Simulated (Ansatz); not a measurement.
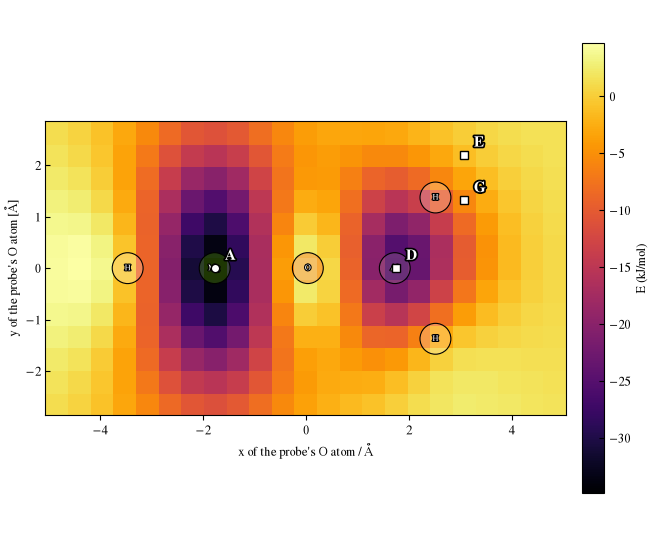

AlH₃MgO (SMILES [MgH][O][AlH2]) with the probe H2O. 
- The probe is moved over a plane parallel to the molecule's main plane, 2.85 Å above it.
- First axis: x of the probe's O atom. Second axis: y of the probe's O atom.
- Nothing is relaxed (molecule and probe rigid, the probe upright with O nearest the plane).
- The scan uses a 23 × 13 grid.
- All energies are given in kJ/mol relative to molecule and probe far apart, each relaxed in its own basis (no counterpoise correction).
- Level of theory: RKS PBE0-D4/def2-SVPD (Ansatz 0.2.0).

The picture shows one coloured cell a grid point, labelled circles for the molecule's atoms, projected on the plane, lettered points.

> What kind of point is each of A, D, E, G: minimum, saddle, maximum or slope?

A: minimum; D: minimum; E: on a slope; G: on a slope. (In these two coordinates alone; a stationary point may lie a little off the grid point.)

> Rank the lettered points by energy, lowest first.

A (−34.8 kJ/mol), D (−25.5 kJ/mol), G (−5.7 kJ/mol), E (−1.3 kJ/mol).
